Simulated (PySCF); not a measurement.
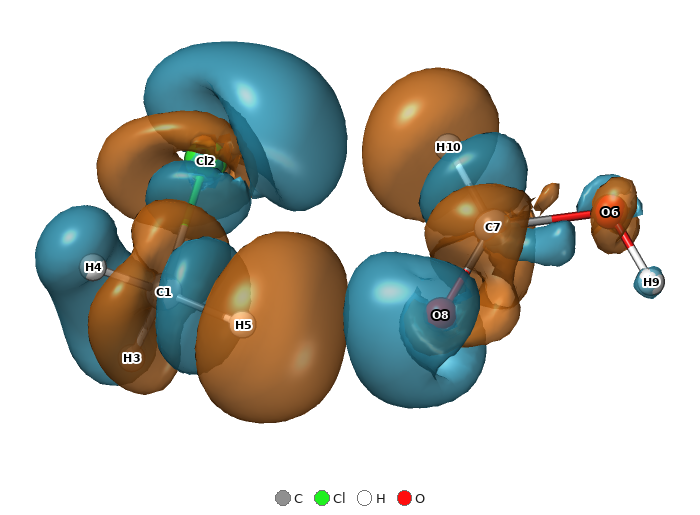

C2H5ClO2, SMILES `CCl.OC=O`. Density of the complex less the densities of the two fragments at the same geometry, ±0.002 e/Å³ (light blue: gain, orange: loss). Fragment A: H3CCl (atoms 1–5); fragment B: H2CO2.

Level of theory: HF/def2-SVPD (PySCF), at a geometry from GFN2-xTB. GFN2-xTB bond lengths at metals and heavier atoms can be off by up to 0.1 Å and shapes distorted, which carries into these values.

### How is the density rearranged on binding?

Hirshfeld charges show almost no net transfer (under 0.005 e). By Hirshfeld charges, electrons gather most on Cl2 (−0.018 e) and leave H5 most (+0.020 e); 0.08 e is displaced in all, which induces a dipole of 0.21 D.

### What is the interaction energy, and which contacts carry it?

The counterpoise-corrected interaction energy of the frozen fragments is −1.5 kcal/mol without dispersion correction and −4.0 kcal/mol with D3(BJ). The pair geometry is semi-empirical, not a minimum at this level. Contacts: H5···O8, weak C–H hydrogen bond, 2.30 Å, ρ = 0.013 a.u.; Cl2···H10, weak C–H hydrogen bond, 2.98 Å, ρ = 0.006 a.u. The pose is a local one from a semi-empirical search, not shown to be the most stable.
